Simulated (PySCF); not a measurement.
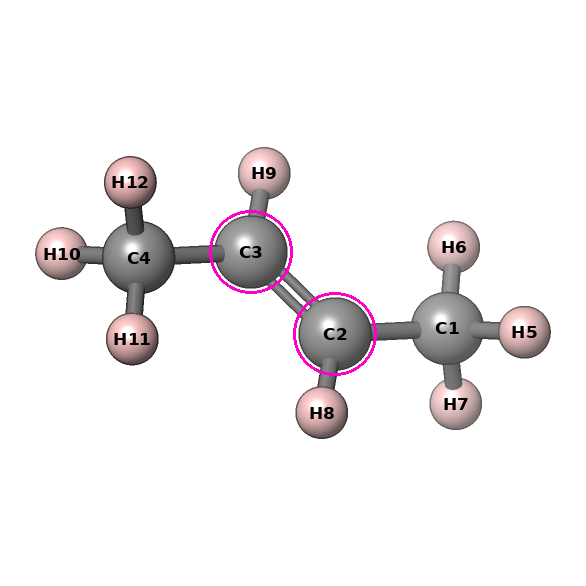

Distant atoms are faded towards the background colour. Circles mark the stereogenic atoms. The computed structure is the end point of a PBE0-D3(BJ)/def2-SVP optimisation. No frequency run is at hand to confirm it as a minimum.

**Assign CIP descriptors.**

C2=C3: E.

**Give a SMILES with the stereochemistry.**

C/C=C/C
